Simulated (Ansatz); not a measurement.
# GeH3O (SMILES [OH][GeH2]): levels of theory compared

We compute a comparison of 6 runs (U-r2SCAN/STO-3G, U-revPBE/STO-3G, UBHLYP/STO-3G, UPBE/STO-3G, USVWN5/STO-3G, UCCSD(T)/STO-3G) of GeH3O. 

Program for the calculation: Ansatz 0.2.0.

60 further runs of the same task are left out: 6 that didn't finish, 54 set aside as unsound or not needed.

## 1. The system as given

The species is GeH3O (5 atoms), meant as a doublet with charge 0. SMILES: `[OH][GeH2]`. The H5–Ge2 distance was set to 3.114 Å, away from the relaxed value. At this shape a bond of the SMILES string is far longer than usual.

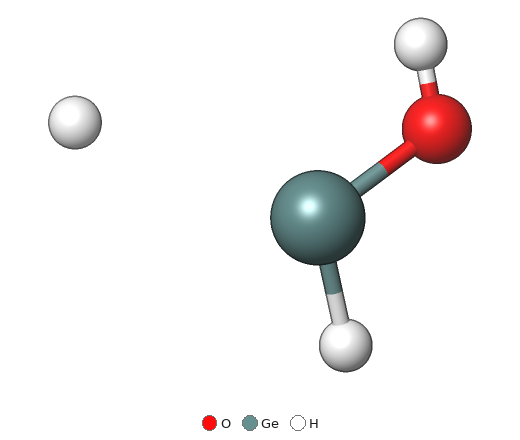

The structure, seen from a chosen angle (oxygen red, germanium teal, hydrogen white).

## 2. A single-point energy at U-r2SCAN/STO-3G (run 1)

The input, run.yaml:

```yaml
crystal:
  periodic: [false, false, false]
  atoms:
    - symbol: O
      position_ang: [-0.678481, -2.167679, 0.864292]
    - symbol: Ge
      position_ang: [-1.554081, -0.675779, 0.421292]
    - symbol: H
      position_ang: [0.063419, -1.999479, 1.450092]
    - symbol: H
      position_ang: [-2.430781, -1.106279, -0.776708]
    - symbol: H
      position_ang: [0.513900, 1.508000, -0.385900]
basis:
  gaussian:
    orbitals: STO-3G
magnetization:
  spin_polarized: true
  initial_magnetization: 1
hamiltonian:
  xc: r2scan
accuracy: high
```

Started as:

```
$ ansatz run run.yaml --threads 1 --pin off --max-ram 2610MiB --events-out events.jsonl --progress --plain --runs-dir runs
```

What it wrote:

```text
Warning: RAYON_NUM_THREADS=1 ignored (pool sized by the plan → 1); use --threads N
Functional definition: r2SCAN
  name "r2SCAN"
  parameter k0 = 0.174
  parameter k1 = 0.065
  parameter a1 = 4.9479
  exchange = r2scan_x(k0 = k0, k1 = k1, a1 = a1)
  correlation = r2scan_c
373 factors; integrals over basis functions are off by at most 2.6e-8 eV
mean field evaluation 1: about -57778.6501 eV, gradient 1.2e2 eV
mean field evaluation 2: about -57825.0226 eV, gradient 8.8e1 eV
mean field evaluation 4: about -57822.4139 eV, gradient 1.1e2 eV
mean field evaluation 8: about -57855.9121 eV, gradient 9.0e1 eV
mean field evaluation 16: about -57929.5149 eV, gradient 4.3e-2 eV
mean field evaluation 32: about -57928.8583 eV, gradient 3.3e0 eV
mean field -57929.51499825 eV, -2128.8704101501 hartree, gradient 2.7e-8 eV, S^2 0.780512; 7 other end points of the search recorded, 0 dependent functions left out
reference -57929.51499930 eV, -2128.8704101886 hartree; 22, 21 occupied and 4, 5 virtual orbitals, 373 factors
Total energy: -57929.51499930 eV, -2128.8704101886 hartree
```

Run time: 8.1 s. Hardware: 1 thread of Arm Neoverse V1, shared host; peak memory 0.23 GiB.

## 3. The energy at U-revPBE/STO-3G (run 2)

The input, input.yaml:

```yaml
crystal:
  periodic: [false, false, false]
  atoms:
    - {symbol: O, position_ang: [-0.678481, -2.167679, 0.864292]}
    - {symbol: Ge, position_ang: [-1.554081, -0.675779, 0.421292]}
    - {symbol: H, position_ang: [0.063419, -1.999479, 1.450092]}
    - {symbol: H, position_ang: [-2.430781, -1.106279, -0.776708]}
    - {symbol: H, position_ang: [0.513900, 1.508000, -0.385900]}
basis:
  gaussian:
    orbitals: STO-3G
magnetization:
  spin_polarized: true
  initial_magnetization: 1
hamiltonian:
  xc: {name: revPBE}
accuracy: high
```

Started as:

```
$ ansatz run input.yaml --threads 1 --pin off --max-ram 2610MiB --events-out events.jsonl --progress --plain --runs-dir runs
```

What it wrote:

```text
Warning: RAYON_NUM_THREADS=1 ignored (pool sized by the plan → 1); use --threads N
Functional definition: revPBE
  name "revPBE"
  parameter kappa = 1.245
  parameter beta = 0.06672455060314922
  exchange = pbe_x(kappa = kappa, mu = beta*pi^2/3)
  correlation = pbe_c(beta = beta)
373 factors; integrals over basis functions are off by at most 2.6e-8 eV
mean field evaluation 1: about -57718.4784 eV, gradient 1.8e2 eV
mean field evaluation 2: about -57785.0303 eV, gradient 8.1e1 eV
mean field evaluation 4: about -57893.6070 eV, gradient 4.2e1 eV
mean field evaluation 8: about -57893.6068 eV, gradient 4.2e1 eV
mean field evaluation 16: about -57922.8727 eV, gradient 4.2e-2 eV
mean field evaluation 32: about -57911.6268 eV, gradient 2.5e1 eV
mean field evaluation 64: about -57922.7958 eV, gradient 9.2e-1 eV
mean field -57922.87277802 eV, -2128.6263130589 hartree, gradient 3.2e-8 eV, S^2 0.785995; 10 other end points of the search recorded, 0 dependent functions left out
reference -57922.87278067 eV, -2128.6263131562 hartree; 22, 21 occupied and 4, 5 virtual orbitals, 373 factors
Total energy: -57922.87278067 eV, -2128.6263131562 hartree
```

It took 4.2 s on 1 thread of Arm Neoverse V1, shared host; peak memory 0.13 GiB.

Runs 3 to 4 aren't shown in full; the table further down has their settings and results.

## 4. A single-point energy at USVWN5/STO-3G (run 5)

The input, in.yaml:

```yaml
crystal:
  periodic: [false, false, false]
  atoms:
    - {symbol: O, position_ang: [-0.678481, -2.167679, 0.864292]}
    - {symbol: Ge, position_ang: [-1.554081, -0.675779, 0.421292]}
    - {symbol: H, position_ang: [0.063419, -1.999479, 1.450092]}
    - {symbol: H, position_ang: [-2.430781, -1.106279, -0.776708]}
    - {symbol: H, position_ang: [0.513900, 1.508000, -0.385900]}
basis:
  gaussian: {orbitals: STO-3G}
magnetization: {spin_polarized: true, initial_magnetization: 1}
hamiltonian: {xc: {name: SVWN5}}
accuracy: high
```

Started as:

```
$ ansatz run in.yaml --threads 1 --pin off --max-ram 2610MiB --events-out events.jsonl --progress --plain --runs-dir runs
```

What it wrote:

```text
Warning: RAYON_NUM_THREADS=1 ignored (pool sized by the plan → 1); use --threads N
Functional definition: SVWN5
  name "SVWN5"
  exchange = slater_x
  correlation = vwn5_c
373 factors; integrals over basis functions are off by at most 2.6e-8 eV
mean field evaluation 1: about -57609.7255 eV, gradient 1.9e2 eV
mean field evaluation 2: about -57680.4587 eV, gradient 8.4e1 eV
mean field evaluation 4: about -57740.0981 eV, gradient 9.2e1 eV
mean field evaluation 8: about -57740.0979 eV, gradient 9.2e1 eV
mean field evaluation 16: about -57820.5967 eV, gradient 1.0e-1 eV
mean field evaluation 32: about -57808.8936 eV, gradient 2.6e1 eV
mean field evaluation 64: about -57816.7536 eV, gradient 1.2e1 eV
mean field -57820.59720724 eV, -2124.8677551575 hartree, gradient 4.1e-8 eV, S^2 0.781056; 8 other end points of the search recorded, 0 dependent functions left out
reference -57820.59720918 eV, -2124.8677552291 hartree; 22, 21 occupied and 4, 5 virtual orbitals, 373 factors
Total energy: -57820.59720918 eV, -2124.8677552291 hartree
```

It took 2.1 s on 1 thread of Arm Neoverse V1, shared host; peak memory 0.11 GiB.

## 5. The energy at UCCSD(T)/STO-3G (run 6)

The input, molecule.yaml:

```yaml
crystal:
  periodic: [false, false, false]
  atoms:
    - {symbol: O, position_ang: [-0.678481, -2.167679, 0.864292]}
    - {symbol: Ge, position_ang: [-1.554081, -0.675779, 0.421292]}
    - {symbol: H, position_ang: [0.063419, -1.999479, 1.450092]}
    - {symbol: H, position_ang: [-2.430781, -1.106279, -0.776708]}
    - {symbol: H, position_ang: [0.513900, 1.508000, -0.385900]}
basis:
  gaussian: {orbitals: STO-3G}
correlation: {method: ccsd_t, frozen_orbitals: {Ge: 9, H: 0, O: 1}}
magnetization: {spin_polarized: true, initial_magnetization: 1}
accuracy: high
scf: {omitted_lower_state_checks: [cluster_reference, increment]}
```

Started as:

```
$ ansatz run molecule.yaml --threads 1 --pin off --max-ram 2610MiB --events-out events.jsonl --progress --plain --runs-dir runs
```

What it wrote, cut to the lines that bear on the results:

```text
Warning: RAYON_NUM_THREADS=1 ignored (pool sized by the plan → 1); use --threads N
Functional definition: HF
  name "HF"
[...]
373 factors; integrals over basis functions are off by at most 2.6e-8 eV
[...]
mean field -57883.23659707 eV, -2127.1697102754 hartree, gradient 1.4e-8 eV, S^2 0.856368; 7 other end points of the search recorded, 0 dependent functions left out
10 core orbitals not correlated: weight in the atoms' cores, before any rotation towards them, 1.000 or more for the frozen orbitals, at most 0.000 for the correlated occupied ones
reference -57883.23659707 eV, -2127.1697102754 hartree; 12, 11 occupied and 4, 5 virtual orbitals, 373 factors
second order -1.98871454 eV of doubles, -0.00000000 eV of singles
cycle   1  -2.24728783 eV  change   -2.6e-1 eV  update   1.1e-1
[...]
cycle  35  -2.63337767 eV  change   -1.3e-9 eV  update   1.8e-9
perturbative correction -0.13600808 eV, -0.0049982048 hartree
Total energy: -57886.00598282 eV, -2127.2714833247 hartree
Checks for a lower state left out: cluster_reference, increment
```

Run time: 0.79 s. Hardware: 1 thread of Arm Neoverse V1, shared host.

## 6. Overview of the runs

| run | level | frozen core orbitals | energy (Eh) | ⟨S²⟩ | wall time |
| --- | --- | --- | --- | --- | --- |
| 1 | U-r2SCAN/STO-3G | – | -2128.870410 | 0.781 | 8.1 s |
| 2 | U-revPBE/STO-3G | – | -2128.626313 | 0.786 | 4.2 s |
| 3 | UBHLYP/STO-3G | – | -2128.863795 | 0.767 | 2.7 s |
| 4 | UPBE/STO-3G | – | -2128.359373 | 0.783 | 4.2 s |
| 5 | USVWN5/STO-3G | – | -2124.867755 | 0.781 | 2.1 s |
| 6 | UCCSD(T)/STO-3G | 10 | -2127.271483 | 0.856 | 0.79 s |

## 7. Summary of results

| quantity | value |
| --- | --- |
| run 6: total energy | -2127.27148 Eh |
| run 6: correlation energy (10 core orbitals frozen) | -101.8 mEh |
| run 6: (T) correction | -5.00 mEh |
| run 6: ⟨S²⟩ of the reference determinant | 0.856 |
| run 6: T1 diagnostic | 0.034 |

**Reading.** Totals of different functionals can't be ranked against each other. In runs 1, 2, 3, 4, 5, 6 the basis is minimal, so the values are rough. Spin contamination of the reference: run 6 ⟨S²⟩ = 0.86. All runs together took 22 s, the longest 8.1 s.
